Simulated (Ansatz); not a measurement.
CH$_{3}$AlF$_{2}$O: single-point calculation

System: CH$_{3}$AlF$_{2}$O.
Method: RKS PBE0-D4/def2-TZVPP (Ansatz 0.2.0).

The geometry comes from this level: PBE0-D4/def2-TZVP.

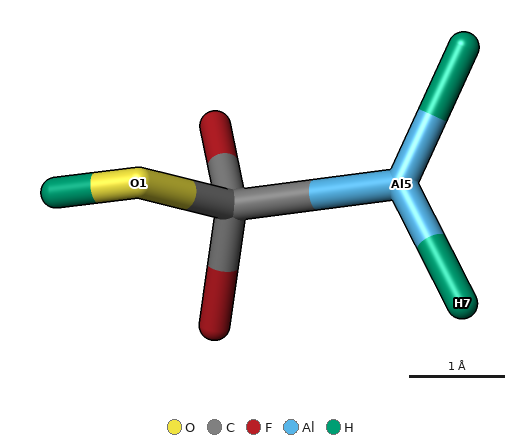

**Figure 1.** The input geometry (stick view, seen at a tilt; atoms are numbered from 1 in the order of the input). Sticks mark near contacts. Bond lengths as drawn: Al–C 2.02 Å, Al–H 1.58 Å, C–F 1.38 Å, C–O 1.36 Å and H–O 0.97 Å.

Summary:

- outcome: converged
- total energy: −15155.4008 eV
- mean-field energy: −15155.2915 eV
- dispersion energy: −0.1093 eV
- SCF solution under orbital rotations: stable
- HOMO: −8.47 eV
- LUMO: −1.87 eV
- hardware: 2 threads of Arm Neoverse V1, 23 GiB of memory available, shared host
- wall time: 3.8 s (CPU time 7.4 s)
- peak memory: 0.41 GiB

The input:
```yaml
crystal:
  periodic: [false, false, false]
  atoms:
    - {symbol: O, position_ang: [-0.296307, 1.197512, 0.848137]}
    - {symbol: C, position_ang: [0.437224, 0.147772, 0.390062]}
    - {symbol: F, position_ang: [0.750332, -0.681011, 1.443520]}
    - {symbol: F, position_ang: [1.663715, 0.603458, -0.037644]}
    - {symbol: Al, position_ang: [-0.623252, -0.772807, -1.062785]}
    - {symbol: H, position_ang: [0.195380, 1.653864, 1.547917]}
    - {symbol: H, position_ang: [-0.432295, -0.269785, -2.547225]}
    - {symbol: H, position_ang: [-1.602596, -1.936102, -0.637683]}
basis:
  gaussian: {orbitals: def2-TZVPP}
hamiltonian: {xc: pbe0, dispersion: d4}
output: {orbitals: {seedname: orbitals}}
```

Launched with:
```bash
ansatz run in.yaml --threads 2 --pin off --events-out ev --progress --plain --max-ram 4352MiB
```

The program's output:
```
Functional definition: PBE0
  name "PBE0"
  cite "Adamo & Barone, J. Chem. Phys. 110, 6158 (1999) doi:10.1063/1.478522"
  cite "Perdew, Burke & Ernzerhof, Phys. Rev. Lett. 77, 3865 (1996) doi:10.1103/PhysRevLett.77.3865"
  parent pbe
  parameter a = 0.25
  parameter kappa = 0.804
  parameter beta = 0.06672455060314922
  exchange = (1 - a)*pbe_x(kappa = kappa, mu = beta*pi^2/3) + a*exact_x
  correlation = pbe_c(beta = beta)
1120 factors; their error is unknown
mean field evaluation 1: about -15151.4971 eV, gradient 5.0e1 eV
mean field evaluation 2: about -15148.7167 eV, gradient 6.6e1 eV
mean field evaluation 4: about -15155.2479 eV, gradient 2.8e0 eV
mean field evaluation 8: about -15155.2572 eV, gradient 2.2e-2 eV
mean field evaluation 16: about -15155.2914 eV, gradient 2.5e-5 eV
mean field -15155.29143661 eV, -556.9466876698 hartree, gradient 2.5e-5 eV, S^2 0.000000; 0 other end points of the search recorded, 0 dependent functions left out
reference -15155.29146784 eV, -556.9466888175 hartree; 24, 24 occupied and 184, 184 virtual orbitals, 1120 factors
Total energy: -15155.40076802 eV, -556.9507055250 hartree
```

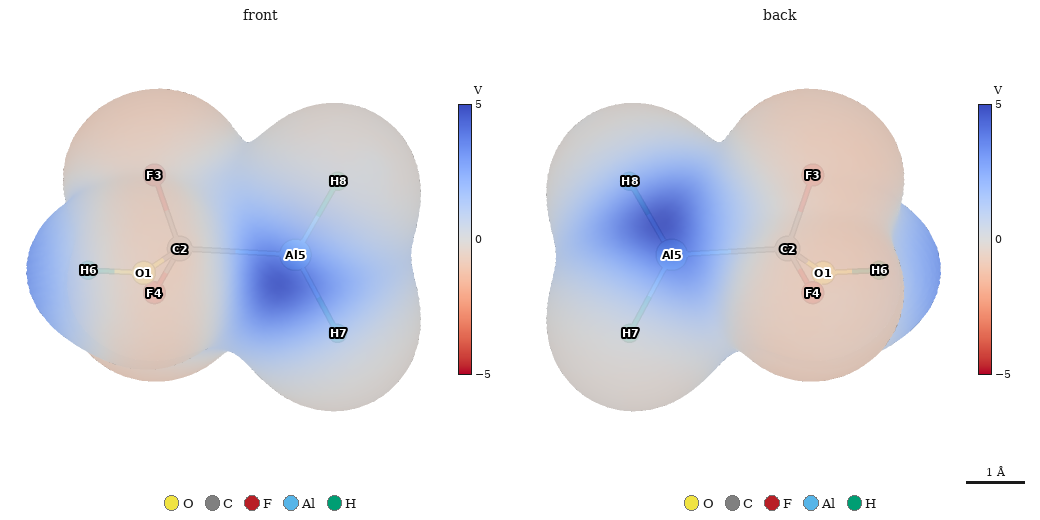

**Figure 2.** The electrostatic potential painted on the density surface at 0.002 e/bohr³, seen at a tilt and from behind; red is negative and blue positive.

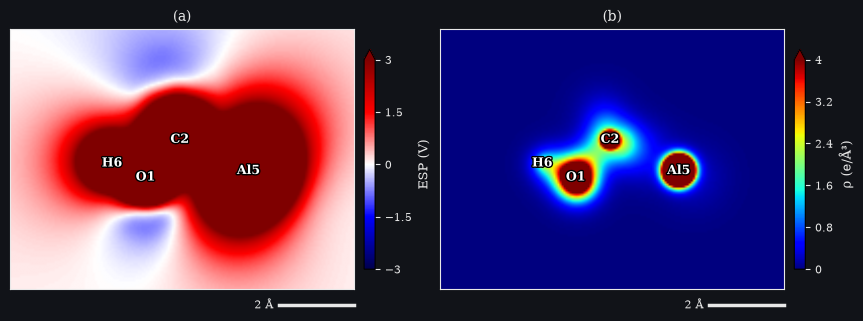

**Figure 3.** (a) molecular electrostatic potential; (b) electron density on the plane of atoms O1, C2 and Al5. The section cuts through O, C, Al and H sites.

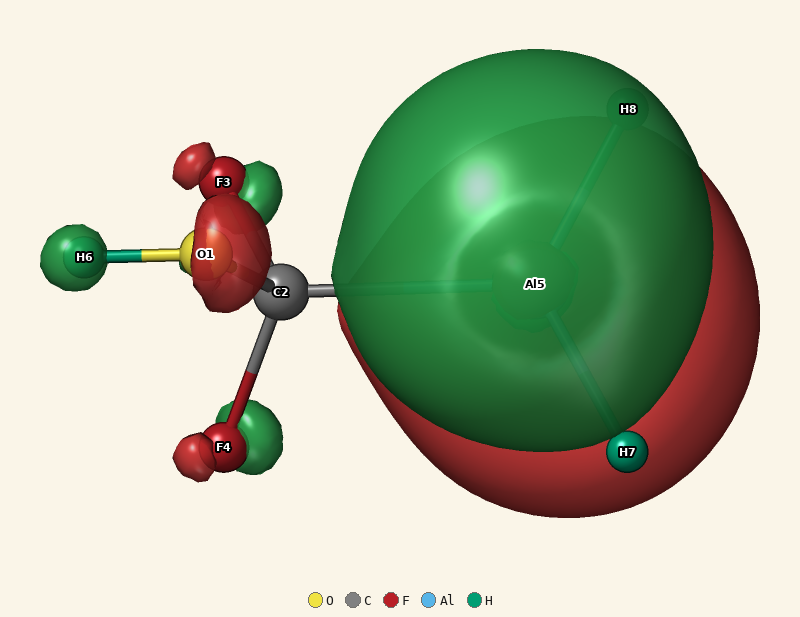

**Figure 4.** The LUMO at ±0.1 Å⁻³ᐟ² (green and red are the two phases), seen at an oblique angle. Its weight (Hirshfeld) is mainly on Al5 (80 %). Its energy is −1.87 eV.

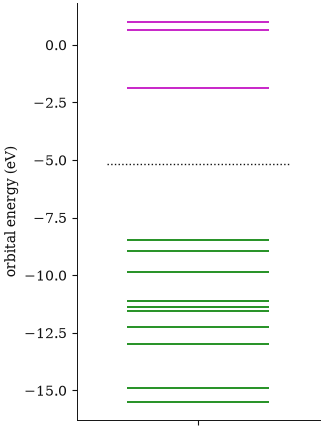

**Figure 5.** Orbital energies near the frontier; the dotted line parts filled from empty levels, and levels within 0.02 eV of each other stand side by side. Highest filled −8.47 eV, lowest empty −1.87 eV, 6.60 eV apart.
